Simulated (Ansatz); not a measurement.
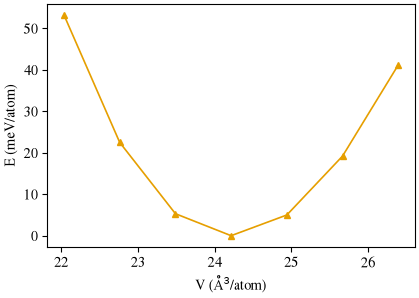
Figure. LaSi in space group Pnma (No. 62; La on 4c, Si on 4c) under volume change, plane-wave PAW LDA (Ansatz code), shape and atoms relaxed at each volume.

Question: What does a third-order Birch–Murnaghan fit give for V₀, B₀ and B′?

Answer: V₀ = 24.21 Å³/atom, B₀ = 76.0 GPa, B′ = 3.5.

The workflow started from an entry of the Crystallography Open Database (COD). Its standing as an ambient phase is unchecked. The cell was relaxed with LDA under the symmetry of its start; of distortions, only those at the zone centre were tested. Spin–orbit coupling is left out wherever it is not named.

Potentials: the later of the program's two PAW sets.
